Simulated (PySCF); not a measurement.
CHF₂ (SMILES F[CH-]F) (charge −1)

```xyz
4

F     1.0469    0.4660   -0.6780
C     0.0335   -0.0813    0.2058
F    -1.1754    0.2268   -0.5373
H     0.1336   -1.1732   -0.0523
```

Geometry: PBE0-D3(BJ)/ma-def2-SVP.

Level of theory: PySCF 2.14.0, density-fitted response routines, DFT single point, gas phase, functional M06-2X.

**What can the converged electron density and electron localisation function tell about the bonding?**

C–F (1.45 Å): the density is about 1.7 e/Å³ at the midpoint, with its minimum of 1.3 e/Å³ about 0.5 Å from C; the ELF peaks at about 0.80 between the atoms; a polar covalent bond.

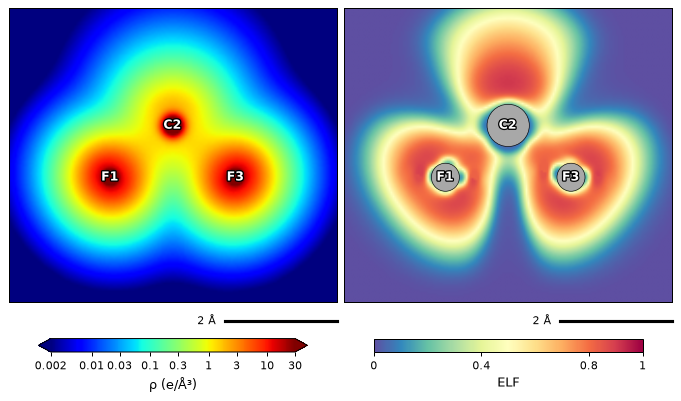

Computed electron density and electron localisation function on the plane of atoms F1, C2 and F3, in this order. Grey discs cover the atomic cores in the ELF map. 
